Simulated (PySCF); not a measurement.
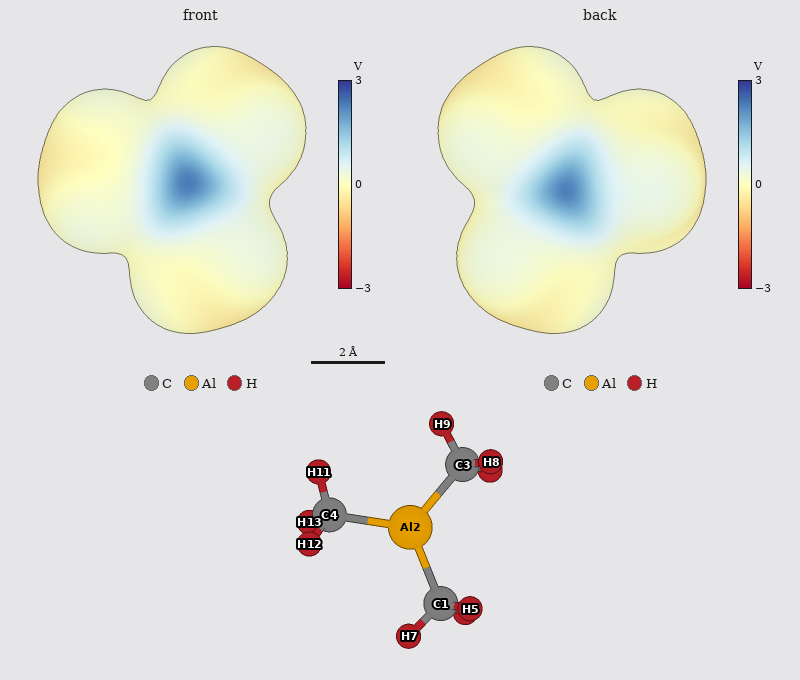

*C₃H₉Al (SMILES [CH3][Al]([CH3])[CH3]). The electrostatic potential painted on the density surface at 0.001 e/bohr³, seen from the front and from behind; the colour scale runs from red (negative) to blue (positive). The bare structure is drawn below in the same view.*

Geometry: PBE0-D3(BJ)/def2-SVP.

These are results of CAM-B3LYP/def2-SVPD, SCF density, gas phase in PySCF 2.14.0, not measurements.

Input file:

```
{"job": {"kind": "uv", "xc": "CAM-B3LYP", "basis": "def2-SVPD", "ip": true}, "charge": 0, "multiplicity": 1}
C     -0.537263     1.863023     0.168855
Al    -0.009414    -0.026377     0.073856
C      1.898832    -0.472203     0.205487
C     -1.369281    -1.427040    -0.130271
H     -0.071212     2.439884    -0.649955
H     -0.184517     2.330645     1.104771
H     -1.625580     2.021237     0.106168
H      2.457638    -0.061270    -0.654398
H      2.093904    -1.555845     0.236811
H      2.355944    -0.022684     1.104342
H     -0.957892    -2.379993    -0.498448
H     -2.186426    -1.121473    -0.805139
H     -1.842882    -1.639034     0.846069
```

Run with:

```sh
OMP_NUM_THREADS=1 python probes_run.py task.json out
```

Question: Where is the surface potential most negative and most positive?

Answer: The most negative region (about −0.4 V) lies over C1, C3 and C4, the most positive (about +2.2 V) over Al2.

Question: How polar is the molecule by this calculation?

Answer: Its dipole moment is zero.
